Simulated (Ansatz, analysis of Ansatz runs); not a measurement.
# Local vibrational mode of the Al-H pair in alpha-quartz (HSE06)

How near does this set-up come to the measured local vibrational mode? Subject: Al-H pair in alpha-quartz. Set-up: HSE06, 36-site cell, PBE lattice, 420 eV, k: the zone centre alone, anharmonic cut. The model is a cell of 36 host atoms with Al put on another atom's site and H put in between. The frequencies come from force constants among the defect atom and its neighbours, with the masses of the isotopes named. Exact exchange opens the gap, stiffens bonds and lessens the self-interaction error, at many times the cost.

Measured beforehand: O-H stretch, 1H: 3378 cm⁻¹ at 300 K, by diffuse reflectance FTIR (“Structural evolution of water and hydroxyl groups during thermal, mechanical and chemical treatment of high purity natural quartz”, 2020, pmc:9055915). O-H stretch, 1H: 3313 cm⁻¹ at 300 K, by diffuse reflectance FTIR (“Structural evolution of water and hydroxyl groups during thermal, mechanical and chemical treatment of high purity natural quartz”, 2020, pmc:9055915). The runs below try to reproduce this.

Main program and level: Ansatz 0.2.0; plane-wave PAW DFT, HSE06; relaxation of all atoms of a defect supercell.

## 1. The structure

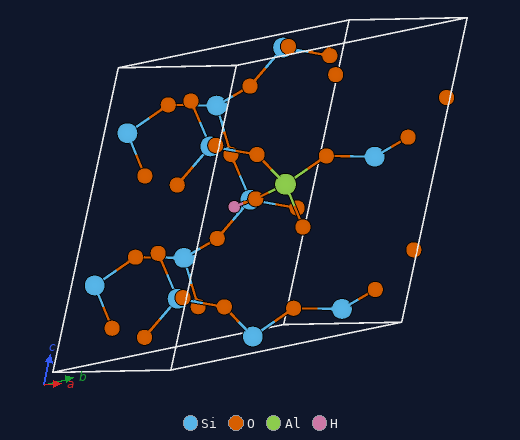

The cell as given, slightly off an axis (silicon blue, oxygen orange, aluminium green, hydrogen pink). Bonds to atoms that aren't drawn are left out. Some periodic images of atoms are drawn too.

The cell holds 37 atoms: 11 Si, 24 O, 1 Al and 1 H. Cell: a = 7.452 Å, b = 7.452 Å, c = 10.037 Å, α = 70.3°, β = 70.3°, γ = 71.4°. It derives from SiO2 (space group P3_221). Nearest the centre at fractional (0.355, 0.472, 0.482): O7 at 0.33 Å, Al24 at 1.31 Å, H37 at 1.33 Å, Si1 at 1.92 Å, O36 at 2.36 Å, O14 at 2.42 Å, O29 at 2.44 Å, O17 at 2.85 Å.

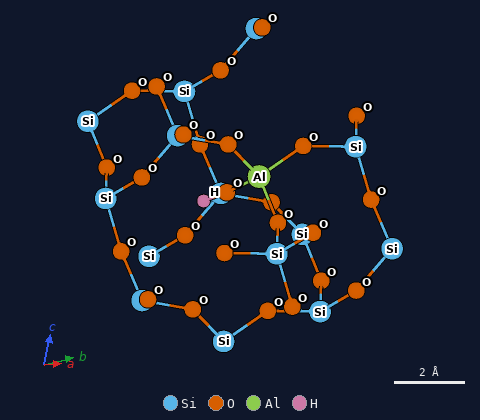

The atoms within 5 Å of the centre.

The host's primitive cell comes from a first run (plane-wave PAW DFT, PBE; relaxation of the host's cell and atoms): vectors of 5.018, 5.018 and 5.509 Å. That is 13.35 Å³ an atom, 6.1 % over the diffraction cell's volume. The supercell is built on it.

## 2. Relaxation, charge 0

Every later number rests on the structure around the defect, so the atoms are relaxed at the host's lattice first.

relax/input.yaml

```yaml
relax:
  f_tol: 0.01
  max_steps: 80
  random_displacement: { amplitude: 0.02, seed: 689 }
crystal:
  lattice:
    - [-2.50916922, 4.34600857, 5.50897405]
    - [5.01833843, 0.0, 5.50897405]
    - [5.01833843, 8.69201713, 0.0]
  atoms:
    - { symbol: Si, position: [0.095148791, 0.571517876, 0.452425605] }
    - { symbol: Si, position: [0.595148791, 0.071517876, 0.202425605] }
    - { symbol: Si, position: [0.404851209, 0.928482124, 0.035758938] }
    - { symbol: Si, position: [0.904851209, 0.428482124, 0.285758938] }
    - { symbol: Si, position: [0.0, 0.0, 0.261815457] }
    - { symbol: Si, position: [0.5, 0.5, 0.011815457] }
    - { symbol: O, position: [0.317998505, 0.476285373, 0.469060754] }
    - { symbol: O, position: [0.817998505, 0.976285373, 0.219060754] }
    - { symbol: O, position: [0.437678712, 0.023271832, 0.360304078] }
    - { symbol: O, position: [0.937678712, 0.523271832, 0.110304078] }
    - { symbol: O, position: [0.4357486, 0.691868612, 0.07492226] }
    - { symbol: O, position: [0.9357486, 0.191868612, 0.32492226] }
    - { symbol: O, position: [0.182001495, 0.023714627, 0.116202692] }
    - { symbol: O, position: [0.682001495, 0.523714627, 0.366202692] }
    - { symbol: O, position: [0.062321288, 0.476728168, 0.34077935] }
    - { symbol: O, position: [0.562321288, 0.976728168, 0.09077935] }
    - { symbol: O, position: [0.0642514, 0.808131388, 0.388730866] }
    - { symbol: O, position: [0.5642514, 0.308131388, 0.138730866] }
    - { symbol: Si, position: [0.095148791, 0.571517876, 0.952425605] }
    - { symbol: Si, position: [0.595148791, 0.071517876, 0.702425605] }
    - { symbol: Si, position: [0.404851209, 0.928482124, 0.535758938] }
    - { symbol: Si, position: [0.904851209, 0.428482124, 0.785758938] }
    - { symbol: Si, position: [0.0, 0.0, 0.761815457] }
    - { symbol: Al, position: [0.5, 0.5, 0.511815457] }
    - { symbol: O, position: [0.317998505, 0.476285373, 0.969060754] }
    - { symbol: O, position: [0.817998505, 0.976285373, 0.719060754] }
    - { symbol: O, position: [0.437678712, 0.023271832, 0.860304078] }
    - { symbol: O, position: [0.937678712, 0.523271832, 0.610304078] }
    - { symbol: O, position: [0.4357486, 0.691868612, 0.57492226] }
    - { symbol: O, position: [0.9357486, 0.191868612, 0.82492226] }
    - { symbol: O, position: [0.182001495, 0.023714627, 0.616202692] }
    - { symbol: O, position: [0.682001495, 0.523714627, 0.866202692] }
    - { symbol: O, position: [0.062321288, 0.476728168, 0.84077935] }
    - { symbol: O, position: [0.562321288, 0.976728168, 0.59077935] }
    - { symbol: O, position: [0.0642514, 0.808131388, 0.888730866] }
    - { symbol: O, position: [0.5642514, 0.308131388, 0.638730866] }
    - { symbol: H, position: [0.209198, 0.444758, 0.448563] }
basis:
  ecutwfc: 420
  xc_grid: 2
hamiltonian:
  xc: hse06
kpoints:
  mp_grid: { grid: [1, 1, 1] }
scf:
  occupations: { method: fermi_dirac, width: 0.01 }
  max_iter: 120
output:
  forces: true
checkpoint:
  write: "../relax.run"
  compress: false
  write_wavefunctions: true
  write_every: 100000
```

Run with:

```sh
ansatz run input.yaml --threads 2 --pin off --max-ram 3768MiB --backend cpu --events-out ev --progress --plain --runs-dir out
```

Numbers of over 12 decimals in the logs are rounded to 6 here.

Output:

```text
[... repeated set-up lines and file paths are left out, and long positions are rounded to six places ...]
exact exchange: scf.exx.singularity resolves to wigner_seitz, which cuts the screened interaction at the faces of the exchange supercell's Wigner-Seitz cell, so that each pair interacts once, at the shortest of its separations (the periodic images that this [...]
Engine: ansatz 0.2.0, x86_64-unknown-linux-gnu
Pseudopotentials: kind: paw
Pseudopotential: Si, paw, valence charge 4, recommended cutoff 420 eV (normal), Si.paw.azcp
Pseudopotential: O, paw, valence charge 6, recommended cutoff 420 eV (normal), O.paw.azcp
Pseudopotential: Al, paw, valence charge 3, recommended cutoff 420 eV (normal), Al.paw.azcp
Pseudopotential: H, paw, valence charge 1, recommended cutoff 420 eV (normal), H.paw.azcp
Functional definition: HSE06
  parameter a = 0.25
  parameter omega = 0.11/bohr
  exchange = pbe_x - a*pbe_x_sr(omega) + a*exact_x_sr(omega)
  correlation = pbe_c
Crystal: 37 atoms, lattice volume = 480.597 Å³
Basis set: ecut = 420 eV, 9403 PW (Γ), exchange–correlation on 100×100×144 points (8 copies of the dense FFT grid, shifted against one another)
Bands: 133, of which v1, the nominal top of the filled ones, is band 96 counted from 1 (95 counted from 0)
Symmetry: 1 space group operations
k-points: 1
Non-local potential: Si, projectors of the file, l = 0: 2, l = 1: 2, l = 2: 2
Non-local potential: O, projectors of the file, l = 0: 2, l = 1: 2, l = 2: 1
Non-local potential: Al, projectors of the file, l = 0: 2, l = 1: 2, l = 2: 1
Non-local potential: H, projectors of the file, l = 0: 2, l = 1: 1
PAW form: soft (Blöchl's): semilocal exchange-correlation on the pseudo side does not see the compensation charge
PAW frozen core: Si, regenerated for the run's functional, and the local potential with it (the file was generated under x = pbe(κ = 0.804, μ = 0.219515), c = pbe(β = 0.066725))
PAW frozen core: O, regenerated for the run's functional, and the local potential with it (the file was generated under x = pbe(κ = 0.804, μ = 0.219515), c = pbe(β = 0.066725))
PAW frozen core: Al, regenerated for the run's functional, and the local potential with it (the file was generated under x = pbe(κ = 0.804, μ = 0.219515), c = pbe(β = 0.066725))
PAW one-centre angular grid: Si, 110 points (default); XC on 64 Gauss nodes
PAW one-centre angular grid: O, 110 points (default); XC on 96 Gauss nodes
PAW one-centre angular grid: Al, 110 points (default); XC on 64 Gauss nodes
PAW one-centre angular grid: H, 110 points (default); XC on 64 Gauss nodes
Initial density: superposition of atomic densities (neutral atoms: chi_scale 0, normalization atom), corrected by the library's trained network
Initial wavefunctions: pseudopotential atomic-orbital guess
Functional: x = pbe(κ = 0.804, μ = 0.219515), c = pbe(β = 0.066725), warm-up for x = pbe(κ = 0.804, μ = 0.219515) + 0.25 (exact − pbe) at short range (hse, ω = 0.207870 Å⁻¹), c = pbe(β = 0.066725); [...]
SCF iter   1: F=—  HF=-21196.956502 eV  |F-HF|=—  |Δ(HF+E_count)|=         —  Δρ=9.35e-3  dr2=5.00e-1  ethr=1.77e-3  ⟨swp⟩=12.0  Hψ=769  notcnv=0
preconditioner: auto → none  [insulator: Δε(μ)=4.390 eV  Ē_g=16.617 eV  σ=0.010 eV  W_gap=1.00  n_scr=102 (ndim 8)  ℏωp=23.5 eV  f_vac=0.150  D(μ)=0.00/eV (n_scr^D=0)]
SCF iter   2: F=—  HF=-21196.788885 eV  |F-HF|=—  |Δ(HF+E_count)|=   1.68e-1  Δρ=5.61e-3  dr2=8.93e-2  ethr=2.60e-4  ⟨swp⟩=7.0  Hψ=415  notcnv=0
SCF iter   3: F=—  HF=-21196.769097 eV  |F-HF|=—  |Δ(HF+E_count)|=   1.98e-2  Δρ=2.04e-3  dr2=1.18e-2  ethr=4.65e-5  ⟨swp⟩=6.0  Hψ=361  notcnv=0
SCF iter   4: F=—  HF=-21196.767715 eV  |F-HF|=—  |Δ(HF+E_count)|=   1.38e-3  Δρ=9.32e-4  dr2=2.51e-3  ethr=6.13e-6  ⟨swp⟩=7.0  Hψ=368  notcnv=0
iter 5 solved again at ethr=7.67e-8 eV; its pass at ethr=1.31e-6 eV (dr2=1.47e-4 eV) is discarded
SCF iter   5: F=—  HF=-21196.768174 eV  |F-HF|=—  |Δ(HF+E_count)|=   4.59e-4  Δρ=2.81e-4  dr2=1.49e-4  ethr=7.67e-8  ⟨swp⟩=2.0  Hψ=572  notcnv=0
SCF iter   6: F=—  HF=-21196.768210 eV  |F-HF|=—  |Δ(HF+E_count)|=   3.60e-5  Δρ=9.41e-5  dr2=1.86e-5  ethr=7.67e-8  ⟨swp⟩=3.0  Hψ=251  notcnv=0
SCF iter   7: F=—  HF=-21196.768218 eV  |F-HF|=—  |Δ(HF+E_count)|=   7.90e-6  Δρ=2.87e-5  dr2=1.91e-6  ethr=9.69e-9  ⟨swp⟩=3.0  Hψ=266  notcnv=0
SCF iter   8: F=—  HF=-21196.768219 eV  |F-HF|=—  |Δ(HF+E_count)|=   7.17e-7  Δρ=1.02e-5  dr2=2.46e-7  ethr=9.94e-10  ⟨swp⟩=3.0  Hψ=292  notcnv=0
SCF iter   9: F=-21196.768219 eV  HF=-21196.768219 eV  |F-HF|=4.84e-9  |Δ(HF+E_count)|=   8.28e-8  Δρ=3.28e-6  dr2=2.26e-8  ethr=1.28e-10  ⟨swp⟩=3.0  Hψ=268  notcnv=0
SCF 1 converged in 9 iterations: F = -21196.768219 eV  dr2 = 2.26e-8
  greatest PAW one-centre occupation: 0.872 electrons in one spin orbital (limit 2), on the O atom at site 6 (counted from 0), in its partial waves of l = 0
Initial density: handed on by an earlier stage of this run
Initial wavefunctions: those handed on with the density
Functional: x = pbe(κ = 0.804, μ = 0.219515) + 0.25 (exact − pbe) at short range (hse, ω = 0.207870 Å⁻¹), c = pbe(β = 0.066725); HSE06 as pw.x's `hse` composes it (authors' and Libxc's form: `xc: wpbeh`)
Exchange kernel: α = 0.2500, screened, ω = 0.2079 Å⁻¹, Wigner–Seitz truncation, v(0) = 764.3003 eV·Å³, q-mesh 1×1×1, nearest image of the exchange supercell L = 7.45 Å, pair-density grid 36×36×45, without the augmentation charges, whose exchange is taken in [...]
Frozen-core exchange: fock
iter 1 solved again at ethr=6.73e-5 eV; its pass at ethr=1.00e-1 eV (dr2=1.29e-1 eV) is discarded
SCF iter   1: F=—  HF=-21200.615777 eV  |F-HF|=—  |Δ(HF+E_count)|=         —  Δρ=6.94e-3  dr2=1.86e-1  ethr=6.73e-5  ⟨swp⟩=6.0  Hψ=738  notcnv=0
SCF iter   2: F=—  HF=-21200.554491 eV  |F-HF|=—  |Δ(HF+E_count)|=   6.13e-2  Δρ=3.88e-3  dr2=2.91e-2  ethr=6.73e-5  ⟨swp⟩=4.0  Hψ=341  notcnv=0
SCF iter   3: F=—  HF=-21200.610614 eV  |F-HF|=—  |Δ(HF+E_count)|=   5.61e-2  Δρ=1.64e-3  dr2=1.12e-2  ethr=1.22e-5  ⟨swp⟩=6.0  Hψ=420  notcnv=0
SCF iter   4: F=—  HF=-21200.606931 eV  |F-HF|=—  |Δ(HF+E_count)|=   3.68e-3  Δρ=2.40e-4  dr2=3.01e-4  ethr=5.66e-6  ⟨swp⟩=3.0  Hψ=291  notcnv=0
SCF iter   5: F=—  HF=-21200.607825 eV  |F-HF|=—  |Δ(HF+E_count)|=   8.93e-4  Δρ=2.47e-4  dr2=2.48e-4  ethr=9.29e-8  ⟨swp⟩=6.0  Hψ=417  notcnv=0
SCF iter   6: F=—  HF=-21200.607763 eV  |F-HF|=—  |Δ(HF+E_count)|=   6.16e-5  Δρ=9.94e-5  dr2=4.96e-5  ethr=9.29e-8  ⟨swp⟩=4.0  Hψ=319  notcnv=0
SCF iter   7: F=-21200.607746 eV  HF=-21200.607750 eV  |F-HF|=4.13e-6  |Δ(HF+E_count)|=   1.31e-5  Δρ=2.65e-5  dr2=1.03e-5  ethr=2.18e-8  ⟨swp⟩=3.0  Hψ=252  notcnv=0
SCF 2 stopped early in 7 iterations: F = -21200.607746 eV  dr2 = 1.03e-5
[...]
SCF iter   4: F=—  HF=-21210.437622 eV  |F-HF|=—  |Δ(HF+E_count)|=   1.24e-9  Δρ=9.48e-7  dr2=2.42e-9  ethr=1.94e-11  ⟨swp⟩=3.0  Hψ=267  notcnv=0
SCF iter   5: F=-21210.437622 eV  HF=-21210.437622 eV  |F-HF|=9.17e-10  |Δ(HF+E_count)|=   1.01e-8  Δρ=6.30e-7  dr2=1.16e-9  ethr=1.51e-12 (applied; sched 1.00e-12)  ⟨swp⟩=4.0  Hψ=327  notcnv=0
SCF 36 converged in 5 iterations: F = -21210.437622 eV  dr2 = 1.16e-9
  Residual-converged pass: ⟨swp⟩=3.0  Hψ=292  notcnv=0  max |occ|·‖R‖ = 2.9e-7 eV (tolerance 4.6e-7 eV)  dr2=1.18e-9  dr2_onsite=6.24e-11  max |Δocc| = 0.0e0
hybrid outer 2: dexx = +7.725e-7 eV, tail = 1.14e-8 eV, Δε = 2.09e-4 eV (about 3.56e-6 eV left of the loop's levels), ΔF = 1.87e-2 eV/Å (tail 3.53e-3)
SCF iter   1: F=—  HF=-21210.437623 eV  |F-HF|=—  |Δ(HF+E_count)|=         —  Δρ=1.21e-6  dr2=2.57e-9  ethr=2.97e-11  ⟨swp⟩=12.0  Hψ=488  notcnv=0
SCF iter   2: F=-21210.437623 eV  HF=-21210.437623 eV  |F-HF|=3.27e-11  |Δ(HF+E_count)|=  9.39e-10  Δρ=1.85e-7  dr2=9.19e-11  ethr=1.32e-12  ⟨swp⟩=3.0  Hψ=275  notcnv=0
SCF 37 converged in 2 iterations: F = -21210.437623 eV  dr2 = 9.19e-11
  Residual-converged pass: ⟨swp⟩=3.0  Hψ=307  notcnv=0  max |occ|·‖R‖ = 2.9e-7 eV (tolerance 4.6e-7 eV)  dr2=9.63e-11  dr2_onsite=4.67e-12  max |Δocc| = 0.0e0
hybrid outer 3: dexx = +2.174e-10 eV, tail = 1.95e-10 eV, Δε = 5.42e-6 eV (about 8.11e-7 eV left of the loop's levels), ΔF = 5.74e-4 eV/Å (tail 2.68e-4)
relax step  16: F+E_penalty+E_count = -21210.43762255 eV  Δ(F+E_penalty+E_count) = -1.821e-4 eV  max|allowed force component| = 6.163e-3 eV/Å  Δτ_max = 0.0080 Å  (14 SCF iters, accepted)
hybrid SCF converged: 3 outer / 14 inner (+0 warm-up), last move |dexx| = 2.17e-10 eV, tail = 1.95e-10 eV
Stability not checked: this state was not tested for a lower state beside it, because the functional holds exact exchange (a hybrid, or Hartree-Fock), whose exchange loop this test does not read (fock_operator; see scf.lower_state_search)
Free energy (F): -21210.437623 eV
Harris-Foulkes:  -21210.437623 eV  (|F-HF|=3.27e-11)
Internal energy: -21210.437623 eV  (E = F + TS)
E sigma→0 (E₀):  -21210.437623 eV
Fermi energy:    4.546916 eV
--- Per-component energies (eV) ---
  E_band       = -1263.000696
  E_kinetic    = 4854.048273
  E_local      = -12363.198663  (includes V_loc(G=0)·N_el)
  E_nonlocal   = 1398.126403
  E_hartree    = 4489.224751
  E_xc         = -1966.936568
  E_vxc        = -2266.306446  (∫ρ·V_xc dr)
  E_exx        = -552.949223  (= α·E_x^exact, valence–valence)
  E_paw        = -9863.696652  (= ΣΔE_a)
  E_vpaw       = -758.281989  (= ΣTr[D̂ρ^β])
  E_aug_tail   = 0.060847  (compensation charges beyond the density's cutoff)
  E_ewald      = -7203.781826
  E_core_change = -1.334965  (= ΣΔE_core)
  E_smearing   = -0.000000  (= −TS)
  E_closure    = 0.000000  (closes the sum)
  Σ components = -21210.437623   (vs F -21210.437623, Δ=3.64e-12)
--- Forces (eV/Å), atoms counted from 1 ---
  atom   1  Si    -0.00616237    -0.00017877     0.00306539
  atom   2  Si     0.00330810    -0.00054423     0.00199989
  atom   3  Si     0.00228819     0.00164490     0.00157774
  atom   4  Si     0.00053797     0.00005566    -0.00236816
  atom   5  Si    -0.00040177    -0.00135871     0.00251426
  atom   6  Si     0.00211615     0.00099568    -0.00139401
  atom   7  O     -0.00163393     0.00110401    -0.00298994
  atom   8  O     -0.00088990     0.00138284     0.00017029
  atom   9  O      0.00081398     0.00369187    -0.00408805
  atom  10  O     -0.00077401    -0.00144300    -0.00054755
  atom  11  O     -0.00129167    -0.00032455    -0.00164698
  atom  12  O      0.00112503    -0.00034233     0.00085510
  atom  13  O      0.00302338    -0.00118228     0.00018576
  atom  14  O     -0.00161671     0.00091017     0.00107308
  atom  15  O     -0.00067395    -0.00028532     0.00003643
  atom  16  O     -0.00042895    -0.00453500    -0.00178441
  atom  17  O      0.00086102    -0.00134802     0.00215696
  atom  18  O     -0.00173401     0.00110891    -0.00097746
  atom  19  Si    -0.00059228     0.00496983    -0.00177182
  atom  20  Si     0.00463166     0.00286160     0.00041818
  atom  21  Si     0.00068579    -0.00415137     0.00466137
  atom  22  Si     0.00109324     0.00172557     0.00136478
  atom  23  Si    -0.00068939     0.00258729     0.00169583
  atom  24  Al    -0.00079352    -0.00120130    -0.00535907
  atom  25  O      0.00067757    -0.00194251    -0.00139944
  atom  26  O     -0.00014904    -0.00208425    -0.00077970
  atom  27  O     -0.00156327    -0.00075972     0.00261807
  atom  28  O     -0.00014723    -0.00032104    -0.00059600
  atom  29  O      0.00189516     0.00009170     0.00327409
  atom  30  O     -0.00172079    -0.00029348     0.00028939
  atom  31  O     -0.00176366     0.00119719    -0.00177654
  atom  32  O      0.00001136    -0.00057050     0.00079379
  atom  33  O     -0.00260992    -0.00087271    -0.00182165
  atom  34  O     -0.00058008     0.00129509    -0.00129907
  atom  35  O      0.00066286    -0.00119260     0.00124535
  atom  36  O      0.00120432     0.00225979    -0.00097544
  atom  37  H      0.00131994    -0.00294793     0.00157433
  max |Σ_I F_I| component: 3.93e-5 eV/Å
--- Band table (eV) ---
  k-point 0: bands = ["-20.7335", "-20.1121", "-19.7780", "-19.6050", [... 112 left out ...] "12.9693", "13.0635", "13.1177", "13.1949"]
  guard bands above this table: 13 of the run's 133 bands. The solve was not asked for them (output.publish_guard_bands: true or output.eigenvalues: true publishes all)
--- Relaxed structure (16 steps of the walk, 16 accepted, 0 SCFs on fresh bases) ---
  F+E_penalty+E_count = -21210.43762255 eV   max|allowed force component| = 6.163e-3 eV/Å
  atoms:
    - { symbol: Si, position: [0.075304, 0.571231, 0.447432] }
    - { symbol: Si, position: [0.578272, 0.082914, 0.216168] }
    - { symbol: Si, position: [0.396340, 0.921004, 0.049438] }
    - { symbol: Si, position: [0.903683, 0.424720, 0.273817] }
    - { symbol: Si, position: [-0.009590, -0.006289, 0.261487] }
    - { symbol: Si, position: [0.504029, 0.504265, 0.003415] }
    - { symbol: O, position: [0.309062, 0.463414, 0.453844] }
    - { symbol: O, position: [0.797629, 0.976281, 0.232400] }
    - { symbol: O, position: [0.433686, 0.089874, 0.378458] }
    - { symbol: O, position: [0.952371, 0.513565, 0.098722] }
    - { symbol: O, position: [0.441283, 0.687669, 0.072717] }
    - { symbol: O, position: [0.947635, 0.187959, 0.313010] }
    - { symbol: O, position: [0.164751, -0.001349, 0.114090] }
    - { symbol: O, position: [0.684897, 0.514523, 0.347781] }
    - { symbol: O, position: [0.053416, 0.476795, 0.334463] }
    - { symbol: O, position: [0.516022, 0.965427, 0.137774] }
    - { symbol: O, position: [0.054719, 0.803012, 0.389413] }
    - { symbol: O, position: [0.566647, 0.308326, 0.125638] }
    - { symbol: Si, position: [0.102154, 0.575664, 0.942260] }
    - { symbol: Si, position: [0.591935, 0.075111, 0.715183] }
    - { symbol: Si, position: [0.395971, 0.945431, 0.545684] }
    - { symbol: Si, position: [0.906596, 0.430829, 0.784605] }
    - { symbol: Si, position: [-0.004345, 0.007445, 0.766649] }
    - { symbol: Al, position: [0.505766, 0.506668, 0.507718] }
    - { symbol: O, position: [0.324207, 0.487633, 0.956996] }
    - { symbol: O, position: [0.816794, 0.981439, 0.725365] }
    - { symbol: O, position: [0.450811, 0.030518, 0.879467] }
    - { symbol: O, position: [0.937717, 0.514458, 0.608841] }
    - { symbol: O, position: [0.415013, 0.726476, 0.550047] }
    - { symbol: O, position: [0.929193, 0.196878, 0.831563] }
    - { symbol: O, position: [0.174636, 0.044068, 0.623466] }
    - { symbol: O, position: [0.687763, 0.530855, 0.862516] }
    - { symbol: O, position: [0.067569, 0.487211, 0.828438] }
    - { symbol: O, position: [0.549155, 0.962744, 0.619900] }
    - { symbol: O, position: [0.065471, 0.811571, 0.886935] }
    - { symbol: O, position: [0.555664, 0.304488, 0.645044] }
    - { symbol: H, position: [0.355965, 0.348181, 0.414116] }
```

It took 2.2 min on 2 threads of AMD EPYC 9R45, shared host; peak memory 0.9 GiB; 4.1 min of CPU time.

(Part 1 of 2 ends here.)

[Logs are printed without paths, hosts, clocks, repeated set-up lines and the standing remarks that a program may print on its own settings, such as how far it seeks lower states.]

[Hosts, paths, dates, database ids (printed as entryN), source tags and the programs' standing remarks are cut or masked in the printed files.]

[For some hosts the program warned that the k-mesh of the response run may be too coarse for force constants and the static dielectric constant; such warnings are not shown here.]
